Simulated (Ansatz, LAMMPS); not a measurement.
# A vacancy of O at several sites of Ga2O3 with crystalline order left by the classical run (100 atoms)

Aim: make a vacancy of O at several sites of Ga2O3 with crystalline order left by the classical run (100 atoms), relax each, and compare their energies.

Calculated with Ansatz 0.2.0; Kohn-Sham DFT, PBE, PAW (set soft_1), plane waves.

## 1. Set-up

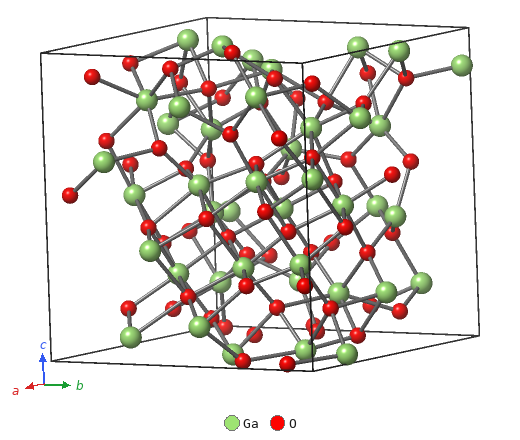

The cell as given, slightly off an axis (gallium green, oxygen red). Bonds to atoms that aren't drawn are left out. Some periodic images of atoms are drawn too.

The cell holds 100 atoms: 40 Ga and 60 O. Cell: a = 10.014 Å, b = 10.014 Å, c = 10.014 Å, α = 90.0°, β = 90.0°, γ = 90.0°. 100 atoms (40 Fe, 60 O) placed at random at 4.44 g/cm³, melted at 5000 K for 10 ps at fixed volume with the Morse and Coulomb pair potential with partial charges (Pedone, Malavasi, Menziani, Cormack and Segre, J. Phys. Chem. B 110, 11780 (2006)). Quenched from 5000 K to 300 K at 200 K/ps and fixed volume, held 10 ps at zero pressure, then minimised at fixed cell. Then Fe was replaced by Ga and the cell scaled by 1.003 (the potential has no terms for the new elements, so the cell is a start for a DFT relaxation).

Limits known from the start: The quench rate of 200 K/ps is many orders above laboratory rates, so the cell is likely richer in defects and strain than a real sample. The starting topology of bonds comes from the classical model, and needn't be the one that DFT or experiment would give. Sampling is at Γ alone, for a cell whose shortest periodic width is 10 Å.

## 2. Single point at the start

A single point comes first, to see the forces before anything moves.

The input, input.yaml:

```yaml
crystal:
  lattice:
    - [10.0136, 0.0, 0.0]
    - [0.0, 10.0136, 0.0]
    - [0.0, 0.0, 10.0136]
  atoms:
    - { symbol: Ga, position: [0.88162, 0.74263, 0.86706] }
    - { symbol: Ga, position: [0.45146, 0.55388, 0.45095] }
    - { symbol: Ga, position: [0.65093, 0.11653, 0.50276] }
    - { symbol: Ga, position: [0.20075, 0.70245, 0.94953] }
    - { symbol: Ga, position: [0.03927, 0.99393, 0.88119] }
    - { symbol: Ga, position: [0.06577, 0.82759, 0.17284] }
    - { symbol: Ga, position: [0.93951, 0.35426, 0.36268] }
    - { symbol: Ga, position: [0.81069, 0.84509, 0.31895] }
    - { symbol: Ga, position: [0.92147, 0.47368, 0.83096] }
    - { symbol: Ga, position: [0.41585, 0.27004, 0.694] }
    - { symbol: Ga, position: [0.34637, 0.95298, 0.96258] }
    - { symbol: Ga, position: [0.97268, 0.2104, 0.65009] }
    - { symbol: Ga, position: [0.59984, 0.95716, 0.77431] }
    - { symbol: Ga, position: [0.37726, 0.23954, 0.42028] }
    - { symbol: Ga, position: [0.27426, 0.87, 0.41467] }
    - { symbol: Ga, position: [0.46595, 0.22258, 0.98833] }
    - { symbol: Ga, position: [0.22522, 0.16146, 0.1728] }
    - { symbol: Ga, position: [0.71228, 0.56299, 0.28809] }
    - { symbol: Ga, position: [0.16191, 0.27286, 0.88892] }
    - { symbol: Ga, position: [0.72196, 0.22188, 0.82238] }
    - { symbol: Ga, position: [0.95112, 0.5402, 0.12308] }
    - { symbol: Ga, position: [0.48301, 0.69387, 0.72049] }
    - { symbol: Ga, position: [0.7857, 0.99457, 0.03018] }
    - { symbol: Ga, position: [0.63905, 0.74211, 0.01837] }
    - { symbol: Ga, position: [0.39998, 0.7232, 0.17492] }
    - { symbol: Ga, position: [0.14078, 0.7379, 0.68885] }
    - { symbol: Ga, position: [0.38753, 0.48884, 0.891] }
    - { symbol: Ga, position: [0.53587, 0.99321, 0.20261] }
    - { symbol: Ga, position: [0.17537, 0.41732, 0.60728] }
    - { symbol: Ga, position: [0.90967, 0.24939, 0.07517] }
    - { symbol: Ga, position: [0.65356, 0.47461, 0.99774] }
    - { symbol: Ga, position: [0.69204, 0.39082, 0.54801] }
    - { symbol: Ga, position: [0.65773, 0.27791, 0.25335] }
    - { symbol: Ga, position: [0.01872, 0.63866, 0.41117] }
    - { symbol: Ga, position: [0.23889, 0.47393, 0.18894] }
    - { symbol: Ga, position: [0.84635, 0.92465, 0.60248] }
    - { symbol: Ga, position: [0.04162, 0.08797, 0.3792] }
    - { symbol: Ga, position: [0.54912, 0.84734, 0.48069] }
    - { symbol: Ga, position: [0.2809, 0.01726, 0.68798] }
    - { symbol: Ga, position: [0.75407, 0.65142, 0.57468] }
    - { symbol: O, position: [0.06216, 0.48698, 0.29252] }
    - { symbol: O, position: [0.8232, 0.60199, 0.7359] }
    - { symbol: O, position: [0.1066, 0.59099, 0.57105] }
    - { symbol: O, position: [0.8149, 0.41378, 0.20096] }
    - { symbol: O, position: [0.64803, 0.69867, 0.40256] }
    - { symbol: O, position: [0.65837, 0.80622, 0.64774] }
    - { symbol: O, position: [0.83438, 0.50643, 0.45934] }
    - { symbol: O, position: [0.80665, 0.3171, 0.67934] }
    - { symbol: O, position: [0.40835, 0.72782, 0.5379] }
    - { symbol: O, position: [0.39943, 0.08827, 0.10375] }
    - { symbol: O, position: [0.7087, 0.95557, 0.43268] }
    - { symbol: O, position: [0.95531, 0.87436, 0.01404] }
    - { symbol: O, position: [0.81304, 0.61335, 0.99887] }
    - { symbol: O, position: [0.28835, 0.37815, 0.77066] }
    - { symbol: O, position: [0.29479, 0.17318, 0.57562] }
    - { symbol: O, position: [0.05605, 0.2997, 0.49884] }
    - { symbol: O, position: [0.61238, 0.09363, 0.92509] }
    - { symbol: O, position: [0.33426, 0.5935, 0.03928] }
    - { symbol: O, position: [0.10772, 0.11843, 0.756] }
    - { symbol: O, position: [0.03477, 0.39033, 0.01739] }
    - { symbol: O, position: [0.59729, 0.6124, 0.14752] }
    - { symbol: O, position: [0.89266, 0.76987, 0.49798] }
    - { symbol: O, position: [0.48648, 0.99975, 0.57923] }
    - { symbol: O, position: [0.35113, 0.59347, 0.2982] }
    - { symbol: O, position: [0.13462, 0.11374, 0.01492] }
    - { symbol: O, position: [0.77728, 0.24676, 0.41592] }
    - { symbol: O, position: [0.36655, 0.12268, 0.83527] }
    - { symbol: O, position: [0.72946, 0.06694, 0.68599] }
    - { symbol: O, position: [0.95822, 0.95304, 0.2704] }
    - { symbol: O, position: [0.5907, 0.4291, 0.36893] }
    - { symbol: O, position: [0.95133, 0.87025, 0.74582] }
    - { symbol: O, position: [0.55941, 0.25787, 0.5828] }
    - { symbol: O, position: [0.04867, 0.63924, 0.84544] }
    - { symbol: O, position: [0.94987, 0.06157, 0.53424] }
    - { symbol: O, position: [0.4863, 0.84615, 0.05177] }
    - { symbol: O, position: [0.19754, 0.88768, 0.58443] }
    - { symbol: O, position: [0.13732, 0.76863, 0.34255] }
    - { symbol: O, position: [0.28936, 0.3074, 0.27332] }
    [... 16 atom lines left out ...]
    - { symbol: O, position: [0.09434, 0.64908, 0.09711] }
    - { symbol: O, position: [0.70156, 0.88409, 0.16579] }
    - { symbol: O, position: [0.24248, 0.85411, 0.10263] }
    - { symbol: O, position: [0.88583, 0.12082, 0.9135] }
    - { symbol: O, position: [0.55732, 0.60839, 0.88581] }
    - { symbol: O, position: [0.01681, 0.21842, 0.23694] }
kpoints:
  mp_grid: { grid: [1, 1, 1] }
hamiltonian:
  xc: pbe
  pseudopotentials: { kind: paw, azcp: { folder: soft_1 } }
scf:
  occupations: { method: gaussian, width: 0.05 }
output:
  forces: true
```

Command:

```bash
ansatz run input.yaml --threads 4 --pin off --max-ram 8192MiB --backend cpu --events-out ev --progress --plain --runs-dir out
```

Numbers of over 12 decimals in the logs are rounded to 6 here.

The log of the run:

```text
Engine: ansatz 0.2.0, x86_64-unknown-linux-gnu
Pseudopotentials: kind: paw
Pseudopotential: Ga, paw, valence charge 13, recommended cutoff 420 eV (normal), soft_1/Ga.paw.azcp
Pseudopotential: O, paw, valence charge 6, recommended cutoff 420 eV (normal), soft_1/O.paw.azcp
[... 5 lines on functional and potentials left out ...]
Crystal: 100 atoms, lattice volume = 1004.086 Å³
Basis set: ecut = 420 eV, 19549 PW (Γ), exchange–correlation on 144×144×144 points (8 copies of the dense FFT grid, shifted against one another)
Bands: 540, of which v1, the nominal top of the filled ones, is band 440 counted from 1 (439 counted from 0)
Symmetry: 1 space group operations
Space group: P1 (ITA 1), of the structure as read, at distance tolerance 1.0e-4 Å
k-points: 1
[... 5 lines on functional and potentials left out ...]
Initial density: superposition of atomic densities (chi_scale 0.1, normalization cell, long waves kept (reshape's long-wave potential 0.13 eV rms))
Initial wavefunctions: pseudopotential atomic-orbital guess
Functional: x = pbe(κ = 0.804, μ = 0.219515), c = pbe(β = 0.066725)
SCF iter   1: F=—  HF=-185404.554380 eV  |F-HF|=—  |Δ(HF+E_count)|=         —  Δρ=1.23e-1  dr2=7.14e1  ethr=3.10e-3  ⟨swp⟩=5.0  Hψ=1690  notcnv=0  defer=46
preconditioner: auto → Resta (q_TF=auto, 2.669 Å⁻¹)  ε∞=4.5  [insulator: Δε(μ)=2.018 eV  Ē_g=18.614 eV  σ=0.050 eV  W_gap=1.00  n_scr=340 (ndim 8)  ℏωp=34.8 eV  f_vac=0.002  D(μ)=0.00/eV (n_scr^D=0)  ε∞_Penn≈4.5]
SCF iter   2: F=—  HF=-185387.429912 eV  |F-HF|=—  |Δ(HF+E_count)|=    1.71e1  Δρ=5.77e-2  dr2=1.78e1  ethr=3.10e-3  ⟨swp⟩=2.0  Hψ=1006  notcnv=0  defer=95
SCF iter   3: F=—  HF=-185381.820451 eV  |F-HF|=—  |Δ(HF+E_count)|=    5.61e0  Δρ=1.68e-2  dr2=1.76e0  ethr=2.02e-3  ⟨swp⟩=3.0  Hψ=834  notcnv=0  defer=95
SCF iter   4: F=—  HF=-185380.538987 eV  |F-HF|=—  |Δ(HF+E_count)|=    1.28e0  Δρ=4.64e-3  dr2=1.87e-1  ethr=2.01e-4  ⟨swp⟩=2.0  Hψ=1006  notcnv=0  defer=95
SCF iter   5: F=—  HF=-185380.690793 eV  |F-HF|=—  |Δ(HF+E_count)|=   1.52e-1  Δρ=1.14e-3  dr2=1.70e-2  ethr=2.12e-5  ⟨swp⟩=2.0  Hψ=830  notcnv=0  defer=65
automatic band count: iteration 5 solves 510 bands in place of 540: the levels show a gap, and the empty bands left out lie too high to hold charge; the band table lists the bands solved (type scf.n_extra_bands for more)
SCF iter   6: F=—  HF=-185380.698047 eV  |F-HF|=—  |Δ(HF+E_count)|=   7.25e-3  Δρ=2.85e-4  dr2=1.05e-3  ethr=1.93e-6  ⟨swp⟩=2.0  Hψ=813  notcnv=0  defer=65
SCF iter   7: F=—  HF=-185380.699387 eV  |F-HF|=—  |Δ(HF+E_count)|=   1.34e-3  Δρ=1.93e-4  dr2=2.50e-4  ethr=1.19e-7  ⟨swp⟩=2.0  Hψ=885  notcnv=0  defer=65
SCF iter   8: F=—  HF=-185380.699152 eV  |F-HF|=—  |Δ(HF+E_count)|=   2.35e-4  Δρ=5.91e-5  dr2=3.82e-5  ethr=2.84e-8  ⟨swp⟩=2.0  Hψ=877  notcnv=0  defer=65
SCF iter   9: F=—  HF=-185380.700168 eV  |F-HF|=—  |Δ(HF+E_count)|=   1.02e-3  Δρ=1.66e-5  dr2=3.03e-6  ethr=4.34e-9  ⟨swp⟩=2.0  Hψ=949  notcnv=0  defer=65
SCF iter  10: F=—  HF=-185380.700171 eV  |F-HF|=—  |Δ(HF+E_count)|=   2.60e-6  Δρ=4.64e-6  dr2=2.53e-7  ethr=3.44e-10  ⟨swp⟩=2.0  Hψ=885  notcnv=0  defer=65
SCF iter  11: F=-185380.700171 eV  HF=-185380.700171 eV  |F-HF|=4.39e-8  |Δ(HF+E_count)|=   1.89e-7  Δρ=2.13e-6  dr2=3.99e-8  ethr=1.14e-11  ⟨swp⟩=4.0  Hψ=1765  notcnv=0
SCF 1 converged in 11 iterations: F = -185380.700171 eV  dr2 = 3.99e-8
  greatest PAW one-centre occupation: 0.998 electrons in one spin orbital (limit 2), on the Ga atom at site 37 (counted from 0), in its partial waves of l = 2
SCF converged after 11 iterations
Free energy (F): -185380.700171 eV
Harris-Foulkes:  -185380.700171 eV  (|F-HF|=4.39e-8)
Internal energy: -185380.700171 eV  (E = F + TS)
E sigma→0 (E₀):  -185380.700171 eV
Fermi energy:    10.087576 eV
--- Per-component energies (eV) ---
  E_band       = -418.641877
  E_kinetic    = 14641.764702
  E_local      = -67272.972396  (includes V_loc(G=0)·N_el)
  E_nonlocal   = -317.493368
  E_hartree    = 39889.736386
  E_xc         = -6771.962692
  E_vxc        = -7665.513096  (∫ρ·V_xc dr)
  E_paw        = -89831.891599  (= ΣΔE_a)
  E_vpaw       = -19583.939525  (= ΣTr[D̂ρ^β])
  E_aug_tail   = 0.038153  (compensation charges beyond the density's cutoff)
  E_ewald      = -75717.919359
  E_smearing   = -0.000000  (= −TS)
  E_closure    = 0.000000  (closes the sum)
  Σ components = -185380.700171   (vs F -185380.700171, Δ=0.00e0)
--- Forces (eV/Å), atoms counted from 1 ---
  atom   1  Ga     0.02393966    -0.13264580    -0.23736961
  atom   2  Ga     0.81500797     0.28808056     0.56434106
  atom   3  Ga    -0.64611943    -0.44409210     0.37929216
  atom   4  Ga    -0.29271730    -0.13532978     0.35709385
  atom   5  Ga    -0.56307963    -0.05776470     0.57059783
  atom   6  Ga     0.07629289     0.22362641    -0.01532274
  atom   7  Ga    -0.58264008     0.12639716    -0.21171548
  atom   8  Ga     0.27955053    -0.12914383     0.24203263
  atom   9  Ga    -0.76340807     0.22137294    -0.03012672
  atom  10  Ga     0.47831190    -0.52151851     0.50916475
  atom  11  Ga     0.08196680    -0.44804970    -0.18170807
  atom  12  Ga    -0.15290870     0.50656073    -0.53483735
  atom  13  Ga     0.06997460     0.31636724    -0.57628371
  atom  14  Ga    -0.01587188     0.02313798     0.42016177
[...]
atom  99  O     -0.13896788    -0.36615470     0.17657294
  atom 100  O      0.21527334     0.01890290     0.62959921
  max |Σ_I F_I| component: 9.94e-6 eV/Å
```

Elapsed: 12 s, on 4 threads of Intel Xeon Platinum 8375C at 2.90GHz (Ice Lake), shared host; peak memory 1.8 GiB.

The r.m.s. force at the start is 0.38 eV/Å.

## 3. Relaxation

The atoms are relaxed in the fixed cell, aiming at the force tolerance of the input.

The input, input.yaml:

```yaml
crystal:
  lattice:
    - [10.0136, 0.0, 0.0]
    - [0.0, 10.0136, 0.0]
    - [0.0, 0.0, 10.0136]
  atoms:
    [... the 100 atom lines of step 2 ...]
kpoints:
  mp_grid: { grid: [1, 1, 1] }
hamiltonian:
  xc: pbe
  pseudopotentials: { kind: paw, azcp: { folder: soft_1 } }
scf:
  occupations: { method: gaussian, width: 0.05 }
output:
  forces: true
relax:
  f_tol: 0.05
  max_steps: 120
```

The log of the run:

```text
[...]
Crystal: 100 atoms, lattice volume = 1004.086 Å³
Basis set: ecut = 420 eV, 19549 PW (Γ), exchange–correlation on 144×144×144 points (8 copies of the dense FFT grid, shifted against one another)
Bands: 540, of which v1, the nominal top of the filled ones, is band 440 counted from 1 (439 counted from 0)
Symmetry: 1 space group operations
[...]
k-points: 1
[...]
SCF iter   1: F=—  HF=-185404.554380 eV  |F-HF|=—  |Δ(HF+E_count)|=         —  Δρ=1.23e-1  dr2=7.14e1  ethr=3.10e-3  ⟨swp⟩=5.0  Hψ=1690  notcnv=0  defer=46
[...]
SCF iter   9: F=-185380.700170 eV  HF=-185380.700168 eV  |F-HF|=1.72e-6  |Δ(HF+E_count)|=   2.18e-5  Δρ=1.66e-5  dr2=3.03e-6  ethr=4.34e-9  ⟨swp⟩=3.0  Hψ=1422  notcnv=0
SCF 1 converged in 9 iterations: F = -185380.700170 eV  dr2 = 3.03e-6
[...]
relax step   1: F+E_penalty+E_count = -185380.70017021 eV  Δ(F+E_penalty+E_count) = +0.000e0 eV  max|allowed force component| = 1.133e0 eV/Å  Δτ_max = 0.0000 Å  (9 SCF iters, dr2 threshold 6.25e-5 eV, accepted)
[...]
relax step   2: F+E_penalty+E_count = -185381.76876137 eV  Δ(F+E_penalty+E_count) = -1.069e0 eV  max|allowed force component| = 7.429e-1 eV/Å  Δτ_max = 0.0758 Å  (6 SCF iters, dr2 threshold 8.02e-5 eV, accepted)
[...]
relax step   3: F+E_penalty+E_count = -185382.58757317 eV  Δ(F+E_penalty+E_count) = -8.188e-1 eV  max|allowed force component| = 5.178e-1 eV/Å  Δτ_max = 0.1150 Å  (7 SCF iters, dr2 threshold 3.45e-5 eV, accepted)
relax step   4: F+E_penalty+E_count = -185383.45798483 eV  Δ(F+E_penalty+E_count) = -8.704e-1 eV  max|allowed force component| = 2.016e-1 eV/Å  Δτ_max = 0.2000 Å  (8 SCF iters, dr2 threshold 1.00e-4 eV, accepted)
relax step   5: F+E_penalty+E_count = -185383.68515492 eV  Δ(F+E_penalty+E_count) = -2.272e-1 eV  max|allowed force component| = 1.214e-1 eV/Å  Δτ_max = 0.2000 Å  (8 SCF iters, dr2 threshold 6.16e-6 eV, accepted)
relax step   6: F+E_penalty+E_count = -185383.83151572 eV  Δ(F+E_penalty+E_count) = -1.464e-1 eV  max|allowed force component| = 2.689e-1 eV/Å  Δτ_max = 0.2000 Å  (10 SCF iters, accepted)
relax step   7: F+E_penalty+E_count = -185383.95685858 eV  Δ(F+E_penalty+E_count) = -1.253e-1 eV  max|allowed force component| = 4.841e-1 eV/Å  Δτ_max = 0.1948 Å  (7 SCF iters, dr2 threshold 2.62e-5 eV, accepted)
relax step   8: F+E_penalty+E_count = -185384.27937457 eV  Δ(F+E_penalty+E_count) = -3.225e-1 eV  max|allowed force component| = 1.161e-1 eV/Å  Δτ_max = 0.2000 Å  (7 SCF iters, dr2 threshold 1.00e-4 eV, accepted)
relax step   9: F+E_penalty+E_count = -185384.33534305 eV  Δ(F+E_penalty+E_count) = -5.597e-2 eV  max|allowed force component| = 8.212e-2 eV/Å  Δτ_max = 0.2000 Å  (11 SCF iters, accepted)
relax step  10: F+E_penalty+E_count = -185384.34737528 eV  Δ(F+E_penalty+E_count) = -1.203e-2 eV  max|allowed force component| = 6.957e-2 eV/Å  Δτ_max = 0.0979 Å  (9 SCF iters, accepted)
relax step  11: F+E_penalty+E_count = -185384.36104411 eV  Δ(F+E_penalty+E_count) = -1.367e-2 eV  max|allowed force component| = 8.019e-2 eV/Å  Δτ_max = 0.2000 Å  (9 SCF iters, accepted)
relax step  12: F+E_penalty+E_count = -185384.30387288 eV  Δ(F+E_penalty+E_count) = +5.717e-2 eV  max|allowed force component| = 5.223e-1 eV/Å  Δτ_max = 0.1911 Å  (8 SCF iters, dr2 threshold 4.62e-6 eV, rejected (line search))
[...]
relax step  13: F+E_penalty+E_count = -185384.37354381 eV  Δ(F+E_penalty+E_count) = -1.250e-2 eV  max|allowed force component| = 2.446e-2 eV/Å  Δτ_max = 0.0526 Å  (9 SCF iters, accepted)
SCF converged after 9 iterations
Free energy (F): -185384.373544 eV
[...]
Internal energy: -185384.373544 eV  (E = F + TS)
E sigma→0 (E₀):  -185384.373544 eV
Fermi energy:    10.086700 eV
[...]
--- Forces (eV/Å), atoms counted from 1 ---
  atom   1  Ga    -0.01021746     0.00380259    -0.00558180
  atom   2  Ga     0.00699641     0.00009825     0.01751609
  atom   3  Ga     0.00266792    -0.00903376     0.00865012
  atom   4  Ga    -0.01453920    -0.00443176    -0.00628434
  atom   5  Ga    -0.00050883     0.00425923    -0.01237102
  atom   6  Ga    -0.00838747    -0.00637111     0.00284603
  atom   7  Ga     0.00021641    -0.00436397     0.00580447
  atom   8  Ga    -0.00272148     0.00514056     0.01166762
  atom   9  Ga    -0.01306552    -0.00943316    -0.00177582
  atom  10  Ga     0.00202993     0.00217499    -0.01126393
  atom  11  Ga     0.01687923     0.00439802    -0.00152892
  atom  12  Ga    -0.01480474    -0.01199469    -0.00507826
  atom  13  Ga    -0.00454083     0.00629940    -0.00504747
  atom  14  Ga     0.00870011     0.00535445     0.00447353
[...]
atom  99  O      0.00838165    -0.00357401    -0.00180927
  atom 100  O      0.00107609     0.00895053    -0.01431791
  max |Σ_I F_I| component: 8.71e-5 eV/Å
--- Relaxed structure (13 steps of the walk, 12 accepted, 0 SCFs on fresh bases) ---
  F+E_penalty+E_count = -185384.37354381 eV   max|allowed force component| = 2.446e-2 eV/Å
  atoms:
    - { symbol: Ga, position: [0.880478, 0.746008, 0.863731] }
    - { symbol: Ga, position: [0.470550, 0.553687, 0.469924] }
    - { symbol: Ga, position: [0.632155, 0.103257, 0.501511] }
    - { symbol: Ga, position: [0.184118, 0.684020, 0.981274] }
[...]
- { symbol: O, position: [0.026296, 0.236587, 0.239971] }
```

The job ended after 2 min (4 threads; peak memory 1.8 GiB).

The relaxation converged after 13 steps, 3.67 eV below its start, with a largest force component of 0.024 eV/Å.

[end of part 1 of 3]

[Logs are printed without paths, hosts, clocks, repeated set-up lines and the standing remarks that a program may print on its own settings, such as how far it seeks lower states.]

[Hosts, paths, dates, database ids (printed as entryN), source tags and the programs' standing remarks are cut or masked in the printed files.]
